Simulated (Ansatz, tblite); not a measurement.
# Cyclo-(H2GeSe)2 (Ge2H4Se2): spin-state energies by level

Is the singlet the ground state of cyclo-(H2GeSe)2 (Ge2H4Se2)? Other spin states are computed and compared level by level.

Program: Ansatz 0.2.0, Gaussian basis. Level of theory: as each input shows. These are calculated values, not measurements.

The runs, in order: triplet, at the geometry of the singlet (GFN1-xTB, GFN2-xTB, PBE0-D4/def2-TZVP, PBE-D4/def2-TZVP, r2SCAN-D4/def2-TZVP); the singlet's energies come from earlier runs.

2 further runs of the same task are left out: 2 set aside as unsound or not needed.

**1. The relaxed structure**

The geometry is that of the singlet, from an earlier relaxation (PBE-D4/def2-SVP).

8 atoms, charge 0, spin multiplicity 1.

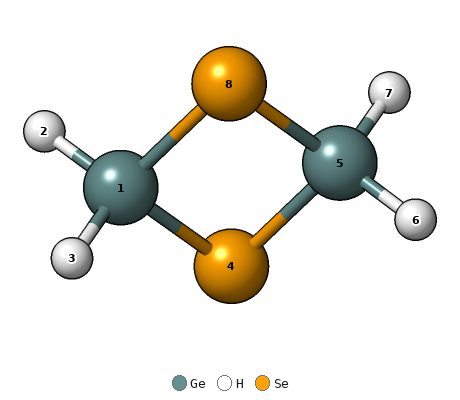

The geometry (germanium teal, hydrogen white, selenium orange); atoms are numbered from 1 in the order of the file.

**2. Triplet at the fixed geometry, GFN1-xTB**

Tight binding, by tblite at 300 K electronic temperature and without a spin-polarisation term:

```python
tblite.interface.Calculator('GFN1-xTB', numbers, positions, charge=0, uhf=2).singlepoint()
```

Energy -330.5426 eV; 0.01 s.

**3. Triplet at the fixed geometry, GFN2-xTB**

Tight binding, by tblite at 300 K electronic temperature and without a spin-polarisation term:

```python
tblite.interface.Calculator('GFN2-xTB', numbers, positions, charge=0, uhf=2).singlepoint()
```

Energy -332.4386 eV; 0.009 s.

**4. Triplet at the fixed geometry, PBE0-D4/def2-TZVP**

Input file in.yaml:

```yaml
crystal:
  periodic: [false, false, false]
  atoms:
    - {symbol: Ge, position_ang: [-1.094620, -0.087337, 1.103454]}
    - {symbol: H, position_ang: [-1.139689, -1.150183, 2.237121]}
    - {symbol: H, position_ang: [-2.304019, 0.881569, 1.227983]}
    - {symbol: Se, position_ang: [0.989047, 1.089218, 1.067352]}
    - {symbol: Ge, position_ang: [1.094903, 0.086849, -1.103210]}
    - {symbol: H, position_ang: [1.129634, 1.154754, -2.232505]}
    - {symbol: H, position_ang: [2.308154, -0.875866, -1.237663]}
    - {symbol: Se, position_ang: [-0.983400, -1.099004, -1.062521]}
basis:
  gaussian: {orbitals: def2-TZVP}
magnetization: {spin_polarized: true, initial_magnetization: 2}
hamiltonian: {xc: pbe0, dispersion: d4}
scf: {omitted_lower_state_checks: [starts]}
output: {orbitals: {seedname: orbitals}}
```

Started as:

```console
$ ansatz run in.yaml --threads 4 --pin off --events-out ev --progress --plain --max-ram 8704MiB
```

Log:

```text
Functional definition: PBE0
  name "PBE0"
  cite "Adamo & Barone, J. Chem. Phys. 110, 6158 (1999) doi:10.1063/1.478522"
  cite "Perdew, Burke & Ernzerhof, Phys. Rev. Lett. 77, 3865 (1996) doi:10.1103/PhysRevLett.77.3865"
  parent pbe
  parameter a = 0.25
  parameter kappa = 0.804
  parameter beta = 0.06672455060314922
  exchange = (1 - a)*pbe_x(kappa = kappa, mu = beta*pi^2/3) + a*exact_x
  correlation = pbe_c(beta = beta)
these checks for a lower state are left out or cut short: starts
1518 factors; integrals over basis functions are off by at most 8.1e-4 eV
mean field evaluation 1: about -243769.5927 eV, gradient 1.6e1 eV
mean field evaluation 2: about -243769.9278 eV, gradient 1.5e1 eV
mean field evaluation 4: about -243770.1911 eV, gradient 5.4e-1 eV
mean field evaluation 8: about -243770.2828 eV, gradient 1.8e-1 eV
mean field evaluation 16: about -243770.2830 eV, gradient 2.9e-4 eV
mean field evaluation 32: about -243770.2922 eV, gradient 6.3e-2 eV
mean field -243770.29313230 eV, -8958.3930391729 hartree, gradient 5.9e-6 eV, S^2 2.007991; 1 other end points of the search recorded, 0 dependent functions left out
reference -243770.29316503 eV, -8958.3930403756 hartree; 69, 67 occupied and 147, 149 virtual orbitals, 1518 factors
Total energy: -243770.55592271 eV, -8958.4026965423 hartree
Checks for a lower state left out: starts
```

It took 36 s on 4 threads of Intel Xeon 6975P-C, shared host; peak memory 1.4 GiB.

From the report: HOMO -3.46 eV, LUMO -5.56 eV (over both spins; with the spin held, an empty level of the minority spin lies below the top filled one); ⟨S²⟩ 2.008 (pure: 2.00); the next solution that the search met lies 0.010 eV higher.

**5. Triplet at the fixed geometry, PBE-D4/def2-TZVP**

start.molden holds the orbitals of an earlier run on this state, given as this run's starting guess.

Edit in.yaml of step 4 so:

```diff
@@ -12,5 +12,5 @@
 basis:
-  gaussian: {orbitals: def2-TZVP}
+  gaussian: {orbitals: def2-TZVP, initial_orbitals: start.molden}
 magnetization: {spin_polarized: true, initial_magnetization: 2}
-hamiltonian: {xc: pbe0, dispersion: d4}
+hamiltonian: {xc: pbe, dispersion: d4}
 scf: {omitted_lower_state_checks: [starts]}
```

The command is unchanged.

Log:

```text
Functional definition: PBE
  name "PBE"
  cite "Perdew, Burke & Ernzerhof, Phys. Rev. Lett. 77, 3865 (1996) doi:10.1103/PhysRevLett.77.3865"
  parent pbe
  parameter kappa = 0.804
  parameter beta = 0.06672455060314922
  exchange = pbe_x(kappa = kappa, mu = beta*pi^2/3)
  correlation = pbe_c(beta = beta)
these checks for a lower state are left out or cut short: starts
1666 factors; their error is unknown
mean field evaluation 1: about -243763.1428 eV, gradient 1.1e1 eV
mean field evaluation 2: about -243763.4202 eV, gradient 9.9e-1 eV
mean field evaluation 4: about -243763.5943 eV, gradient 7.7e-2 eV
mean field evaluation 8: about -243763.5145 eV, gradient 8.3e-6 eV
mean field -243763.51445446 eV, -8958.1439273567 hartree, gradient 7.9e-6 eV, S^2 2.002885; 0 other end points of the search recorded, 0 dependent functions left out
reference -243763.51449655 eV, -8958.1439289035 hartree; 69, 67 occupied and 147, 149 virtual orbitals, 1666 factors
Total energy: -243763.82025762 eV, -8958.1551654157 hartree
Checks for a lower state left out: starts
```

It took 4.5 s on 4 threads of Intel Xeon 6975P-C, shared host.

HOMO -2.76 eV, LUMO -5.97 eV (over both spins; with the spin held, an empty level of the minority spin lies below the top filled one); ⟨S²⟩ 2.003 (pure: 2.00).

**6. Triplet at the fixed geometry, r2SCAN-D4/def2-TZVP**

Edit in.yaml of step 5 so:

```diff
@@ -14,3 +14,3 @@
 magnetization: {spin_polarized: true, initial_magnetization: 2}
-hamiltonian: {xc: pbe, dispersion: d4}
+hamiltonian: {xc: r2scan, dispersion: d4}
 scf: {omitted_lower_state_checks: [starts]}
```

Same command.

Log:

```text
Functional definition: r2SCAN
  name "r2SCAN"
  cite "Furness, Kaplan, Ning, Perdew & Sun, J. Phys. Chem. Lett. 11, 8208 (2020) doi:10.1021/acs.jpclett.0c02405"
  cite "Furness, Kaplan, Ning, Perdew & Sun, J. Phys. Chem. Lett. 11, 9248 (2020) doi:10.1021/acs.jpclett.0c03077"
  parent r2scan
  parameter k0 = 0.174
  parameter k1 = 0.065
  parameter a1 = 4.9479
  exchange = r2scan_x(k0 = k0, k1 = k1, a1 = a1)
  correlation = r2scan_c
these checks for a lower state are left out or cut short: starts
1666 factors; their error is unknown
mean field evaluation 1: about -243798.9751 eV, gradient 8.2e0 eV
mean field evaluation 2: about -243799.0887 eV, gradient 4.5e-1 eV
mean field evaluation 4: about -243799.2085 eV, gradient 9.3e-2 eV
mean field evaluation 8: about -243799.1347 eV, gradient 1.3e-5 eV
mean field -243799.13471665 eV, -8959.4529478479 hartree, gradient 1.7e-5 eV, S^2 2.007298; 0 other end points of the search recorded, 0 dependent functions left out
reference -243799.13473152 eV, -8959.4529483945 hartree; 69, 67 occupied and 147, 149 virtual orbitals, 1666 factors
Total energy: -243799.19909109 eV, -8959.4553135652 hartree
Checks for a lower state left out: starts
```

Wall time 10 s (4 threads of Intel Xeon 6975P-C, shared host).

HOMO -2.85 eV, LUMO -6.10 eV (over both spins; with the spin held, an empty level of the minority spin lies below the top filled one); ⟨S²⟩ 2.007 (pure: 2.00).

**7. Triplet less singlet, vertical**

The singlet's energies are those of its earlier runs, whose logs aren't repeated here.

```csv
level,"triplet less singlet, vertical (kJ/mol)",time
GFN1-xTB,+447.7,0.021 s
GFN2-xTB,+309.5,0.017 s
PBE-D4/def2-TZVP,+316.0,6.4 s
r2SCAN-D4/def2-TZVP,+338.9,15 s
PBE0-D4/def2-TZVP,+362.4,41 s
```

Times add the two runs; a level without a time comes out of a correlated run. Tight binding without a spin term can't rank spin states.

**8. What came out**

| quantity | value |
| --- | --- |
| triplet less singlet, vertical, functionals in def2-TZVP | +316.0 (PBE-D4) to +362.4 kJ/mol (PBE0-D4) |

**Reading.** All functionals put the triplet above the singlet, over a spread of 46.4 kJ/mol. The checks for a lower triplet were left out, so another state of that spin may lie lower. These are electronic energies, without zero-point motion, entropy or surroundings.
